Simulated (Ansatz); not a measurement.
# Glassy 62P2O5-14Al2O3-24BaO (mol %): a series in quench rate

Does a slower quench leave a cell of lower energy?

Computed with Ansatz 0.2.0: Kohn-Sham DFT, PBE, PAW (set soft_2). Every run is a single point, with the atoms held where the recipe put them (cutoff of the plane-wave runs 420 eV, fixed occupations).

First member: 160 atoms (36 P, 8 Al, 7 Ba, 109 O) placed at random at 2.92 g/cm³, melted at 4000 K for 10 ps at fixed volume with the Morse and Coulomb pair potential with partial charges (Pedone, Malavasi, Menziani, Cormack and Segre, J. Phys. Chem. B 110, 11780 (2006)). Quenched from 4000 K to 300 K at 10 K/ps and fixed volume, held 10 ps at zero pressure.

Last member: 160 atoms (36 P, 8 Al, 7 Ba, 109 O) placed at random at 2.92 g/cm³, melted at 4000 K for 10 ps at fixed volume with the Morse and Coulomb pair potential with partial charges (Pedone, Malavasi, Menziani, Cormack and Segre, J. Phys. Chem. B 110, 11780 (2006)). Quenched from 4000 K to 300 K at 1000 K/ps and fixed volume, held 10 ps at zero pressure.

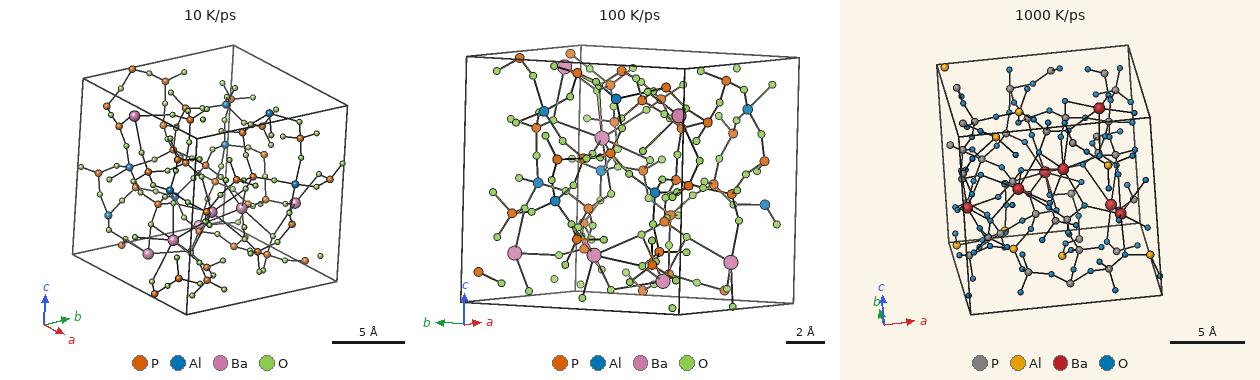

Three members of the series, labelled by quench rate. Bonds to atoms that aren't drawn are left out. Some periodic images of atoms are drawn too.

The members:

| quench rate (K/ps) | reduced formula | atoms | valence electrons | k-mesh | basis | density (g/cm³) |
| --- | --- | --- | --- | --- | --- | --- |
| 10 | Ba7Al8P36O109 | 160 | 928 | 1×1×1 | plane waves | 2.90 |
| 30 | Ba7Al8P36O109 | 160 | 928 | 1×1×1 | plane waves | 2.85 |
| 100 | Ba7Al8P36O109 | 160 | 928 | 1×1×1 | plane waves | 2.89 |
| 300 | Ba7Al8P36O109 | 160 | 928 | 1×1×1 | plane waves | 2.87 |
| 1000 | Ba7Al8P36O109 | 160 | 928 | 1×1×1 | plane waves | 2.99 |

Each cell is one sample from a classical run, so sample-to-sample scatter enters every column; pressures lack the kinetic term.

The input of the first member, without its atom lines; other members have their own cell and atoms, and may differ in mesh, basis and outputs:

```yaml
crystal:
  lattice:
    - [13.21862, 0.0, 0.0]
    - [0.0, 13.21862, 0.0]
    - [0.0, 0.0, 13.21862]
  atoms:
    [... 160 lines ...]
kpoints:
  mp_grid: { grid: [1, 1, 1] }
hamiltonian:
  xc: pbe
scf:
  occupations: { method: fixed }
output:
  forces: true
  stress: true
  populations: true
  dos:
    method: { smearing: { sigma: 0.08 } }
    de: 0.1
    projected: { site_lists: { Al: [Al], Ba: [Ba], O: [O], P: [P] } }
  eigenvalues: true
  write_density: true
  write_potential: true
  volumetric_format: npy
```

Results; charges are mean Löwdin charges in e:

| quench rate (K/ps) | energy less the first member's (meV/atom) | pressure (GPa) | r.m.s. force (eV/Å) | gap (eV) | q(Ba) | q(P) | q(Al) |
| --- | --- | --- | --- | --- | --- | --- | --- |
| 10 | 0.0 | 2.84 | 1.40 | 1.93 | +1.81 | +2.24 | +1.38 |
| 30 | 5.9 | 1.28 | 1.43 | 0.697 | +1.81 | +2.23 | +1.39 |
| 100 | 0.7 | 2.29 | 1.44 | 0.586 | +1.81 | +2.23 | +1.39 |
| 300 | 65.6 | 2.90 | 1.57 | 0.958 | +1.83 | +2.23 | +1.38 |
| 1000 | 63.1 | 2.57 | 1.53 | 0.879 | +1.81 | +2.22 | +1.39 |

The gap is that between the highest filled and lowest empty Kohn-Sham level on the run's k-points; tail or defect levels can set it. The projection misses up to 0.099 e an atom, so the charges add up to more than the cell's charge.

Bonds in each cell, which the recipe sets and DFT didn't move; cutoffs follow each cell's own g(r) within set bounds (mean length in Å, and neighbours of the second kind about the first):

| quench rate (K/ps) | O-P length | O-P count | Ba-O length | Ba-O count |
| --- | --- | --- | --- | --- |
| 10 | 1.538 | 1.33 | 2.904 | 6.43 |
| 30 | 1.551 | 1.36 | 2.887 | 6.57 |
| 100 | 1.542 | 1.33 | 2.915 | 6.29 |
| 300 | 1.546 | 1.35 | 2.905 | 6.29 |
| 1000 | 1.555 | 1.37 | 2.879 | 6.57 |

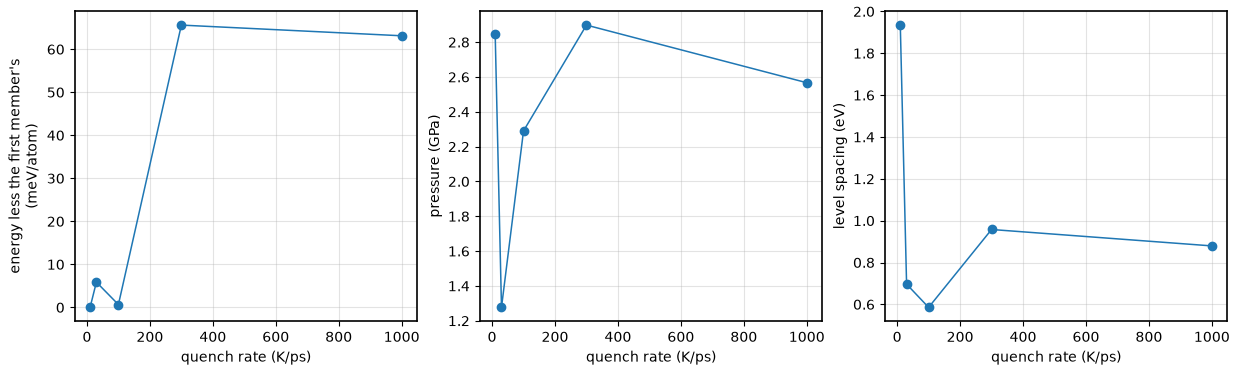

Results against quench rate.

Cost on 8 threads of Arm Neoverse N1, shared host:

| quench rate (K/ps) | atoms | basis | k-mesh | SCF cycles | time | host memory (GiB) |
| --- | --- | --- | --- | --- | --- | --- |
| 10 | 160 | plane waves | 1×1×1 | 11 | 1.9 min | 3.7 |
| 30 | 160 | plane waves | 1×1×1 | 11 | 2.2 min | 3.8 |
| 100 | 160 | plane waves | 1×1×1 | 11 | 1.8 min | 3.8 |
| 300 | 160 | plane waves | 1×1×1 | 11 | 3 min | 3.8 |
| 1000 | 160 | plane waves | 1×1×1 | 11 | 1.8 min | 3.7 |

Times include the outputs that each run asked for, on hosts shared with other jobs.

What the series shows: The energy against the first member is lowest at 10 K/ps (0.0 meV/atom) and highest at 300 K/ps (65.6 meV/atom); each member is a single configuration. The slowest quench gives the lowest energy, by only 0.7 meV/atom, within the scatter of single samples. The gap is lowest at 100 K/ps (0.586 eV) and highest at 10 K/ps (1.93 eV), with no steady trend; in single samples it varies with the configuration. The pressure is lowest at 30 K/ps (1.3 GPa) and highest at 300 K/ps (2.9 GPa), with no steady trend. The two fastest quenches lie 61 meV/atom above the two slowest on average.

Caveats: No spin–orbit coupling is included, so levels derived from the heavy atoms are approximate. The network of bonds at the start is that of the classical potential that made the cell, and needn't be the one that DFT or experiment would give. The cells aren't relaxed by DFT, which could reorder their energies. Even the slowest of these quenches is many orders faster than a laboratory quench.

[Logs are printed without paths, hosts, clocks, repeated set-up lines and the standing remarks that a program may print on its own settings, such as how far it seeks lower states.]

[Hosts, paths, dates, database ids (printed as entryN), source tags and the programs' standing remarks are cut or masked in the printed files.]
